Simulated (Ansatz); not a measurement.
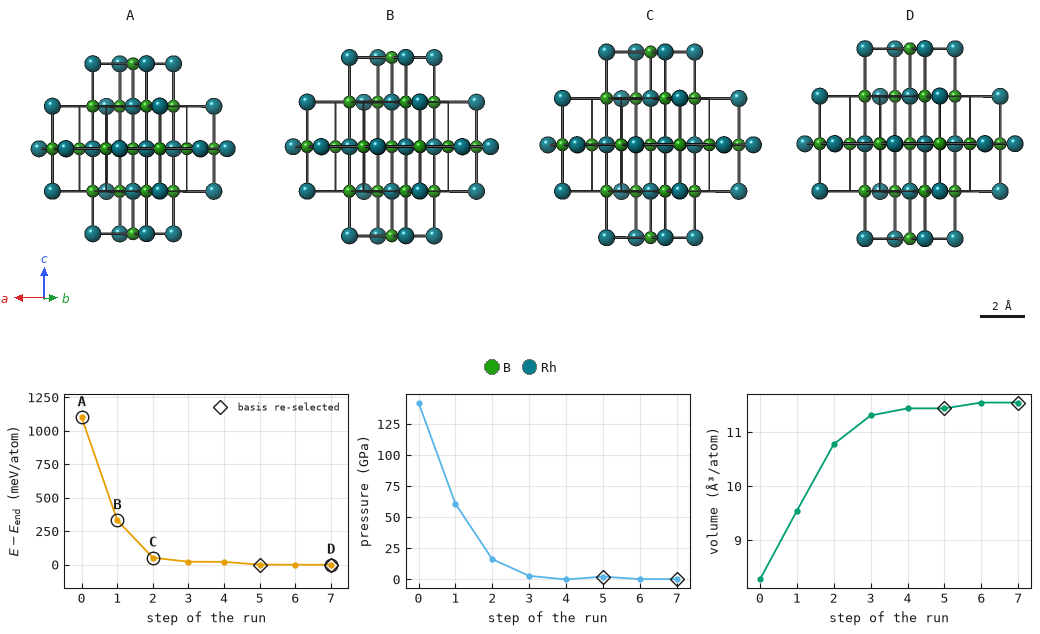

Frames of a relaxation of a crystal of B$_{4}$Rh$_{3}$ (a generated structure, set up in Pm-3m) (coarse preliminary run), marked on the history of the run. A ball-and-stick model of the cell of the calculation, seen from a free direction.

Computed with DFT PBE, scalar-relativistic, plane waves, PAW in Ansatz.

The input:
```yaml
crystal:
  lattice:
    - [3.86943758, 0.0, 0.0]
    - [0.0, 3.86943758, 0.0]
    - [0.0, 0.0, 3.86943758]
  atoms:
    - { symbol: B, position: [0.5, 0.5, 0.5] }
    - { symbol: B, position: [0.5, 0.0, 0.0] }
    - { symbol: B, position: [0.0, 0.5, 0.0] }
    - { symbol: B, position: [0.0, 0.0, 0.5] }
    - { symbol: Rh, position: [0.5, 0.5, 0.0] }
    - { symbol: Rh, position: [0.0, 0.5, 0.5] }
    - { symbol: Rh, position: [0.5, 0.0, 0.5] }
basis:
  ecutwfc: 420
kpoints:
  mp_grid: { grid: [4, 4, 4] }
hamiltonian:
  xc: pbe
scf:
  occupations: { method: gaussian, width: 0.1 }
  lower_state_search: "off"
output:
  forces: true
  stress: true
  eigenvalues: true
relax:
  adjacent_minimum: "off"
  f_tol: 0.04
  max_steps: 70
  cell: { stress_tol: 0.4 }
```

Launched with:
```bash
ansatz run input.yaml --threads 1 --pin off --max-ram 2048MiB --backend cpu --events-out ev --progress --plain --runs-dir out
```

What happens along the run?

Answer. No atom moves by more than 0.005 Å relative to the cell. The drawn cell changes as follows: a = b = c 3.869 → 4.324 Å (+11.8 %); the volume changes by +39.6 %. Among the contacts that change: Rh5–Rh6 2.736 → 3.058 Å, B1–Rh5 1.935 → 2.162 Å. The space group stays Pm-3m (No. 221). The energy falls by 1102 meV per atom in 5 accepted moves (7 points after the start). All forces vanish by symmetry, so only the cell relaxes. The pressure goes from 142.33 to 0.27 GPa. The SCF was repeated twice at an unchanged geometry on a basis and grid sized afresh for the cell, which shifted the energy by 20.7 meV per atom at most. From step 0 to 1: volume +15.3 %, energy −769 meV per atom. From step 1 to 2: volume +12.9 %, energy −280 meV per atom. From step 2 to 7: volume +7.1 %, energy −52.6 meV per atom.

| step | E − E(0), meV/atom | pressure, GPa | volume, Å³/atom | note |
| --- | --- | --- | --- | --- |
| 0 | 0.00 | 142.33 | 8.276 |  |
| 1 | -769.22 | 60.91 | 9.547 |  |
| 2 | -1049.04 | 16.25 | 10.780 |  |
| 3 | -1079.21 | 2.90 | 11.311 |  |
| 4 | -1080.20 | -0.01 | 11.443 |  |
| 5 | -1100.85 | 2.34 | 11.443 | same geometry, new basis |
| 6 | -1101.61 | 0.28 | 11.550 |  |
| 7 | -1101.68 | 0.27 | 11.550 | same geometry, new basis |

Limits of the set-up: the k-point mesh is coarse for a cell with partly filled bands.
